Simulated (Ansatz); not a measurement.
Start from Zn in the hcp (Mg type) structure (space group P6_3/mmc, No. 194; a = 2.613 Å, c = 4.781 Å; relaxed with 0.1 eV smearing). Axes: x lies along a and z along c of the hexagonal cell.

Structures relaxed with PBEsol (Ansatz, a program for electronic structure; PAW; 420 eV plane waves; scalar-relativistic without spin-orbit coupling).

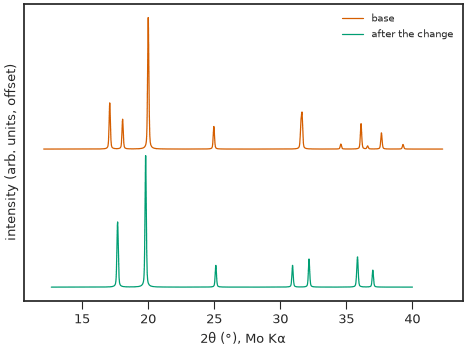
Fig. 1. Simulated powder patterns before (top) and after one change

### Question
Name the change that was made.
(A) biaxial strain −1.50 %, plane normal [001], relaxed out of plane
(B) biaxial strain +0.50 %, plane normal [001], relaxed out of plane
(C) biaxial strain +2.00 %, plane normal [001], relaxed out of plane
(D) biaxial strain −3.00 %, plane normal [001], relaxed out of plane

### Answer
C, biaxial strain +2.00 %, plane normal [001], relaxed out of plane. Its volume per atom is 14.23 Å³ against 14.14 Å³, and its space group is P6_3/mmc (No. 194).

No phonon test of stability was made.
